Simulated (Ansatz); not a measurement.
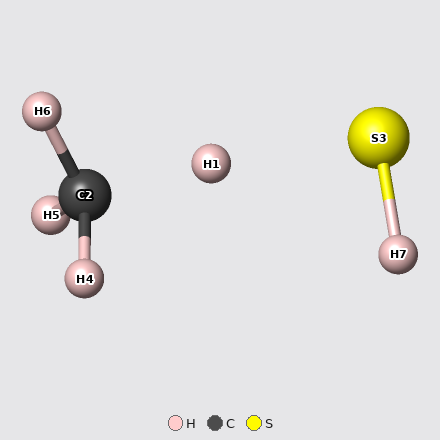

The system is the reacting system CH₅S (fragments CH₄ + HS where the first distance is long, H₂S + CH₃ where the second is long), spin multiplicity 2; the picture shows the reference structure. 
- First axis: distance H1–S3 (bond that forms). Second axis: distance H1–C2 (bond that breaks).
- Relaxed at each point: all other coordinates.
- Grid: 13 × 13 points. At 2 points there is no value.
- Points are written as (first, second).
- Energies are in kJ/mol, from the lowest grid point.
- In part of the range the unrestricted reference is strongly spin-contaminated.
- Computed with UKS B3LYP-D4/def2-SVP in Ansatz 0.2.0.

Its coordinates:

```yaml
atoms:
  - { symbol: H, position_ang: [-0.0882, -0.0986, -0.4726] }
  - { symbol: C, position_ang: [-0.4424, -0.1971, 0.8635] }
  - { symbol: S, position_ang: [0.5180, 0.1220, -2.1484] }
  - { symbol: H, position_ang: [0.1751, 0.5421, 1.3868] }
  - { symbol: H, position_ang: [-0.2138, -1.2329, 1.1394] }
  - { symbol: H, position_ang: [-1.5130, 0.0373, 0.8826] }
  - { symbol: H, position_ang: [1.5642, 0.8272, -1.6512] }
```

Range: distance H1–S3 (bond that forms) from 1.224 to 3.024 Å; distance H1–C2 (bond that breaks) from 0.963 to 2.763 Å.

> What will the energy surface look like?

The lowest grid point is at (2.838 Å, 1.155 Å). Other grid points that lie below all their neighbours: (1.416 Å, 2.047 Å) (74 kJ/mol higher). The highest grid point, (3.024 Å, 2.577 Å), lies 414 kJ/mol above the lowest.

```csv
"second ↓, first →",1.224,1.305,1.416,1.542,1.680,1.827,1.981,2.142,2.308,2.480,2.657,2.838,3.024
2.763,98,74,77,104,150,204,260,314,357,387,407,–,–
2.577,98,74,75,102,147,200,255,306,347,376,396,406,414
2.396,99,75,74,100,144,195,247,296,333,361,378,389,396
2.219,100,75,74,98,139,188,237,280,314,338,353,363,369
2.047,104,78,74,95,133,177,220,257,286,305,317,324,329
1.881,111,82,74,91,124,161,196,225,246,259,267,272,275
1.720,122,89,75,85,109,137,162,182,196,204,208,211,213
1.566,139,99,77,76,88,105,119,131,139,143,146,147,149
1.419,163,114,79,65,64,68,74,78,81,83,84,85,86
1.281,198,137,86,57,42,36,33,32,32,32,32,32,32
1.155,248,174,107,63,36,20,11,5,3,1,0,0,0
1.044,322,235,154,96,58,34,20,11,6,3,2,1,1
0.963,408,311,219,152,107,78,59,48,42,38,36,36,34
```

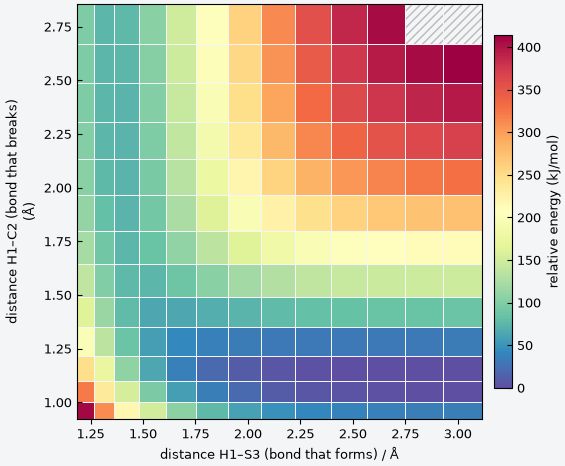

In the figure: one coloured cell a grid point, hatched blanks where no value was computed.

Each point was launched as `ansatz run input.yaml --threads 1 --pin off --max-ram 2560MiB --backend cpu --events-out ev --progress --plain --runs-dir out`. Time for the 167 points that were run: 51 min on 1 thread of Arm Neoverse V1, on a shared host.
